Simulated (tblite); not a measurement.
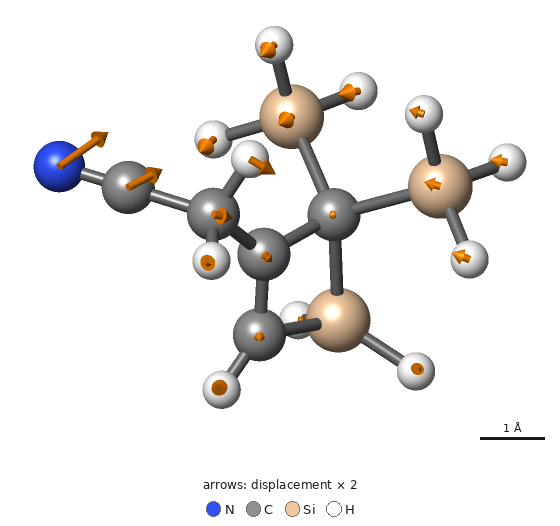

A relaxation of C5H11NSi3. The starting structure is drawn; orange arrows show the displacements, magnified 2 times. The two geometries are superimposed by the best rigid fit.

A ball-and-stick model, seen from a free direction.

Method: GFN2-xTB geometry optimisation, gas phase (tblite). 

Q: Which element moves most?

A: Nitrogen: up to 0.56 Å, against 0.37 Å for carbon.

Q: What did the optimiser do to the structure, and how much energy did it gain?

A: The atom that moves furthest after the best rigid fit is the N atom (0.56 Å). By element the largest moves are N 0.56 Å, C 0.37 Å, H 0.27 Å, Si 0.19 Å. Among the contacts that change: C–C 1.592 → 1.502 Å, C–Si 1.991 → 1.904 Å, C–Si 1.917 → 1.953 Å, C–C 1.376 → 1.341 Å. Among the angles between lasting bonds that change: Si–C–H 130.7° → 138.8°, C–C–C 99.5° → 106.8°, C–C–C 130.8° → 124.5°. After 110 geometry steps the energy has fallen by 59.8 kJ/mol.
